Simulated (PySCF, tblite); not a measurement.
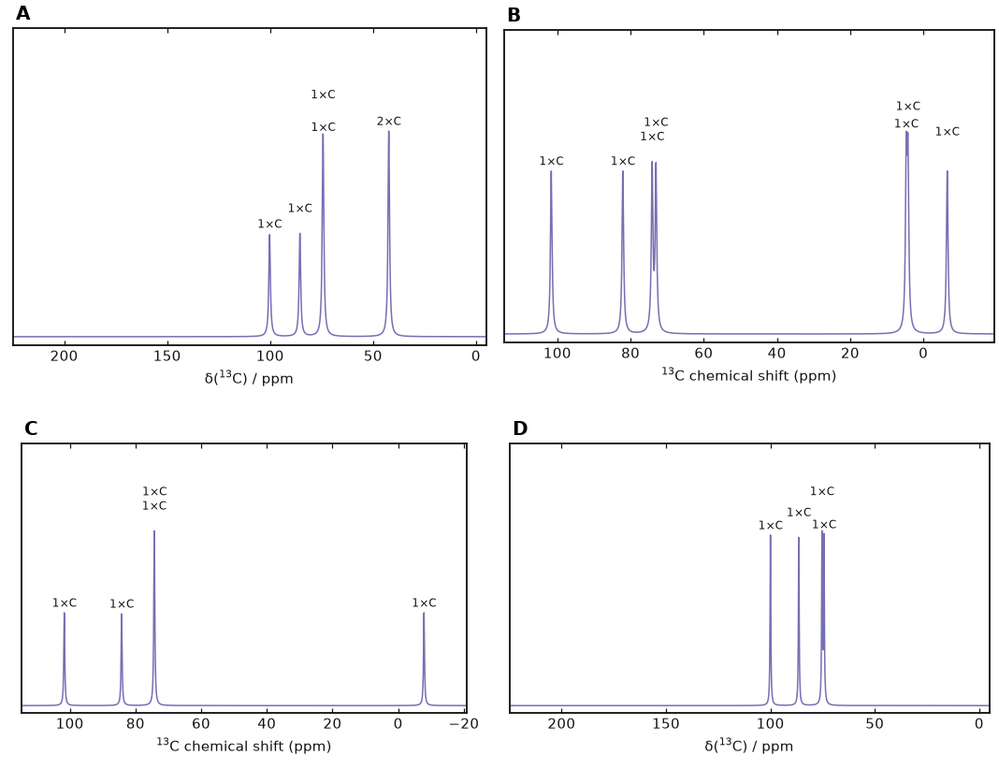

GIAO shifts, PBE0/pcSseg-1 with PySCF 2.14.0, at a GFN2-xTB geometry (a minimum by its frequencies), against TMS for ¹³C computed at the same level. Gas phase, fully decoupled, line heights follow the number of nuclei, widths are arbitrary (no quadrupolar broadening); values of one conformer, averaged over nuclei that symmetry, rotation about single bonds or inversion at nitrogen exchange, these motions taken as fast; other conformers aren't averaged in.

Pair each panel with its molecule.
1. C₆H₁₂N₂Si₂, SMILES C#CC#C[Si@H]([SiH2]N)N(C)C
2. C₄H₁₀N₂Si₃, SMILES C#CC#C[Si@H](N[SiH3])[SiH2]N
3. C₅H₁₁NSi₃, SMILES C#CC#C[Si@@H](C[SiH3])[SiH2]N
4. C₇H₁₁NSi₂, SMILES C#CC#C[Si@H]([SiH2]N)C1CC1

A: 1 (100.2 (1 C), 85.5 (1 C), 74.3 (1 C), 74.2 (1 C), 42.3 (2 C) ppm)
B: 4 (101.6 (1 C), 82.1 (1 C), 74.1 (1 C), 73.0 (1 C), 4.7 (1 C), 4.2 (1 C), −6.5 (1 C) ppm)
C: 3 (101.7 (1 C), 84.2 (1 C), 74.3 (1 C), 74.2 (1 C), −7.9 (1 C) ppm)
D: 2 (100.0 (1 C), 86.4 (1 C), 75.3 (1 C), 74.3 (1 C) ppm)

Limits of at least one run: the tight-binding geometry is rougher than a DFT one and adds to the error.
